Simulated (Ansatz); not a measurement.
**NO2F (nitryl fluoride): CCSDT(Q)/STO-3G**

Aim: the electronic atomisation energy of NO2F (nitryl fluoride) at CCSDT(Q)/STO-3G, from 4 runs. 

Program for the calculation: Ansatz 0.2.0.

69 further runs of the same task are left out: 10 that didn't finish, 59 set aside as unsound or not needed.

## 1. The molecule

The species is NO2F (4 atoms), meant as a singlet with charge 0. SMILES: `O=[N+]([O-])F`. The shape is that of a PBE0-D4/def2-TZVP optimisation.

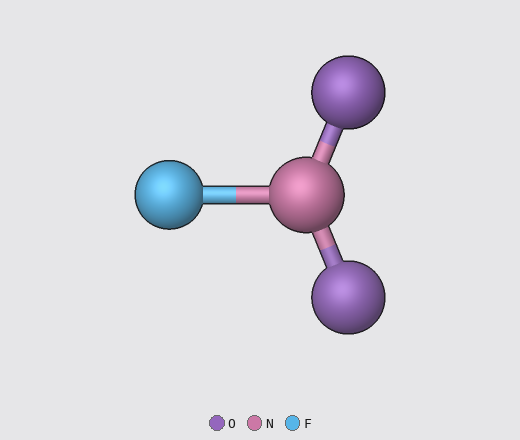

Viewed from a chosen angle; oxygen purple, nitrogen pink, fluorine blue.

## 2. A single-point energy at CCSDT(Q)/STO-3G

molecule.yaml reads:

```yaml
crystal:
  periodic: [false, false, false]
  atoms:
    - {symbol: O, position_ang: [0.188290, 0.469930, 1.120250]}
    - {symbol: N, position_ang: [0.079720, -0.071800, 0.089140]}
    - {symbol: O, position_ang: [0.476580, -1.068680, -0.376880]}
    - {symbol: F, position_ang: [-0.744590, 0.670550, -0.832510]}
basis:
  gaussian: {orbitals: STO-3G}
correlation: {method: ccsdt_q, frozen_orbitals: {F: 1, "N": 1, O: 1}}
accuracy: high
scf: {omitted_lower_state_checks: [cluster_reference, increment]}
```

Run with:

```console
ansatz run molecule.yaml --threads 1 --pin off --max-ram 3480MiB --events-out events.jsonl --progress --plain --runs-dir runs
```

What it wrote:

```text
Warning: RAYON_NUM_THREADS=1 ignored (pool sized by the plan → 1); use --threads N
Functional definition: HF
  name "HF"
  exchange = exact_x
  correlation = 0
these checks for a lower state are left out or cut short: cluster_reference, increment
368 factors; integrals over basis functions are off by at most 3.7e-8 eV
mean field evaluation 1: about -8134.4943 eV, gradient 5.5e1 eV
mean field evaluation 2: about -8134.6766 eV, gradient 5.5e1 eV
mean field evaluation 4: about -8142.6735 eV, gradient 2.4e0 eV
mean field evaluation 8: about -8142.7161 eV, gradient 4.2e-4 eV
mean field -8142.71610416 eV, -299.2392974968 hartree, gradient 1.9e-8 eV, S^2 0.000000; 0 other end points of the search recorded, 0 dependent functions left out; unrestricted orbitals would lower it
4 core orbitals not correlated: weight in the atoms' cores, before any rotation towards them, 1.000 or more for the frozen orbitals, at most 0.000 for the correlated occupied ones
reference -8142.71610416 eV, -299.2392974968 hartree; 12, 12 occupied and 4, 4 virtual orbitals, 368 factors
second order -5.77972447 eV of doubles, -0.00000000 eV of singles
cycle   1  -5.77340178 eV  change   -8.3e-2 eV  update   1.3e-1
cycle   2  -6.33902935 eV  change   -5.7e-1 eV  update   8.0e-2
cycle   3  -6.75240738 eV  change   -4.1e-1 eV  update   3.3e-2
cycle   4  -6.74531037 eV  change    7.1e-3 eV  update   9.9e-3
cycle   5  -6.73317966 eV  change    1.2e-2 eV  update   5.3e-3
cycle   6  -6.74083734 eV  change   -7.7e-3 eV  update   2.2e-3
cycle   7  -6.74435720 eV  change   -3.5e-3 eV  update   1.3e-3
cycle   8  -6.74122254 eV  change    3.1e-3 eV  update   5.6e-4
cycle   9  -6.74132611 eV  change   -1.0e-4 eV  update   2.9e-4
cycle  10  -6.74209102 eV  change   -7.6e-4 eV  update   1.1e-4
cycle  11  -6.74207236 eV  change    1.9e-5 eV  update   4.3e-5
cycle  12  -6.74211339 eV  change   -4.1e-5 eV  update   1.8e-5
cycle  13  -6.74210820 eV  change    5.2e-6 eV  update   8.8e-6
cycle  14  -6.74210484 eV  change    3.4e-6 eV  update   3.3e-6
cycle  15  -6.74210304 eV  change    1.8e-6 eV  update   1.7e-6
cycle  16  -6.74210635 eV  change   -3.3e-6 eV  update   8.6e-7
cycle  17  -6.74210670 eV  change   -3.5e-7 eV  update   3.8e-7
cycle  18  -6.74210597 eV  change    7.3e-7 eV  update   1.9e-7
cycle  19  -6.74210597 eV  change   -4.5e-9 eV  update   1.1e-7
cycle  20  -6.74210578 eV  change    1.9e-7 eV  update   6.3e-8
cycle  21  -6.74210491 eV  change    8.6e-7 eV  update   1.4e-7
cycle  22  -6.74210474 eV  change    1.7e-7 eV  update   5.5e-8
cycle  23  -6.74210461 eV  change    1.3e-7 eV  update   2.9e-8
cycle  24  -6.74210461 eV  change    6.7e-9 eV  update   1.3e-8
cycle  25  -6.74210461 eV  change   -4.5e-9 eV  update   6.8e-9
cycle  26  -6.74210462 eV  change   -1.3e-8 eV  update   3.8e-9
cycle  27  -6.74210463 eV  change   -3.0e-9 eV  update   2.4e-9
cycle  28  -6.74210463 eV  change   -5.0e-9 eV  update   1.6e-9
cycle  29  -6.74210463 eV  change    2.6e-9 eV  update  6.9e-10
perturbative correction -0.02180116 eV, -0.0008011777 hartree
WARN: these amplitudes may be one of several solutions (largest doubles amplitude 0.23, level shift 0.41 eV)
Total energy: -8149.48000995 eV, -299.4878664497 hartree
Checks for a lower state left out: cluster_reference, increment
```

It took 1.4 s on 1 thread of Arm Neoverse V1, shared host; peak memory 0.11 GiB.

## 3. The F atom, same level

in.yaml reads:

```yaml
crystal:
  periodic: [false, false, false]
  atoms:
    - {symbol: F, position_ang: [0.000000, 0.000000, 0.000000]}
basis:
  gaussian:
    orbitals: STO-3G
magnetization:
  spin_polarized: true
  initial_magnetization: 1
scf:
  omitted_lower_state_checks: [cluster_reference, increment]
correlation:
  method: ccsdt_q
  frozen_orbitals: {F: 1}
accuracy: high
```

Run with:

```console
ansatz run in.yaml --threads 1 --pin off --max-ram 3480MiB --events-out events.jsonl --progress --plain --runs-dir runs
```

What it wrote:

```text
Warning: RAYON_NUM_THREADS=1 ignored (pool sized by the plan → 1); use --threads N
[... 4 set-up lines as earlier in the session ...]
these checks for a lower state are left out or cut short: cluster_reference, increment
15 factors; integrals over basis functions are off by at most 1.2e-9 eV
mean field evaluation 1: about -2666.3486 eV, gradient 1.5e-14 eV
mean field evaluation 2: about -2666.3486 eV, gradient 0.0e0 eV
mean field -2666.34863534 eV, -97.9865050328 hartree, gradient 0.0e0 eV, S^2 0.750000; 2 other end points of the search recorded, 0 dependent functions left out
1 core orbitals not correlated: weight in the atoms' cores, before any rotation towards them, 1.000 or more for the frozen orbitals, at most 0.000 for the correlated occupied ones
reference -2666.34863534 eV, -97.9865050328 hartree; 4, 3 occupied and 0, 1 virtual orbitals, 15 factors
second order 0.00000000 eV of doubles, 0.00000000 eV of singles
cycle   1  0.00000000 eV  change     0.0e0 eV  update    0.0e0
cycle   2  0.00000000 eV  change     0.0e0 eV  update    0.0e0
perturbative correction 0.00000000 eV, 0.0000000000 hartree
Total energy: -2666.34863534 eV, -97.9865050328 hartree
Checks for a lower state left out: cluster_reference, increment
```

It took 0.2 s on 1 thread of Arm Neoverse V1, shared host.

## 4. The N atom

input.yaml reads:

```yaml
crystal:
  periodic: [false, false, false]
  atoms:
    - symbol: N
      position_ang: [0.000000, 0.000000, 0.000000]
basis:
  gaussian: {orbitals: STO-3G}
magnetization: {spin_polarized: true, initial_magnetization: 3}
correlation: {method: ccsdt_q, frozen_orbitals: {"N": 1}}
accuracy: high
scf: {omitted_lower_state_checks: [cluster_reference, increment]}
```

Run the same way, it converges to -53.71901 Eh (log not shown).

## 5. The O atom

input.yaml reads:

```yaml
crystal:
  periodic: [false, false, false]
  atoms:
    - {symbol: O, position_ang: [0.000000, 0.000000, 0.000000]}
basis:
  gaussian: {orbitals: STO-3G}
correlation: {method: ccsdt_q, frozen_orbitals: {O: 1}}
accuracy: high
magnetization: {spin_polarized: true, initial_magnetization: 2}
scf: {omitted_lower_state_checks: [cluster_reference, increment]}
```

Run the same way, it converges to -73.80415 Eh (log not shown).

## 6. What came out

Level: CCSDT(Q)/STO-3G, 4 core orbitals frozen.

```
                                             quantity          value
                               molecule: total energy  -299.48787 Eh
molecule: correlation energy (4 core orbitals frozen)     -248.6 mEh
                              molecule: T1 diagnostic          0.018
                                 F atom: total energy   -97.98651 Eh
   F atom: correlation energy (1 core orbital frozen)        0.0 mEh
            F atom: ⟨S²⟩ of the reference determinant          0.750
                                F atom: T1 diagnostic          0.000
                                 N atom: total energy   -53.71901 Eh
   N atom: correlation energy (1 core orbital frozen)        0.0 mEh
            N atom: ⟨S²⟩ of the reference determinant          3.750
                                N atom: T1 diagnostic          0.000
                                 O atom: total energy   -73.80415 Eh
   O atom: correlation energy (1 core orbital frozen)        0.0 mEh
            O atom: ⟨S²⟩ of the reference determinant          2.000
                                O atom: T1 diagnostic          0.000
                        electronic atomisation energy       4.736 eV
```

**Reading.** Taking the molecule apart into free atoms costs 4.74 eV (109 kcal/mol), before zero-point energy and without spin-orbit coupling. In a minimal basis such a difference can be off by several eV, whatever the method. The restricted solution (molecule) is unstable to spin breaking: an unrestricted one lies lower.
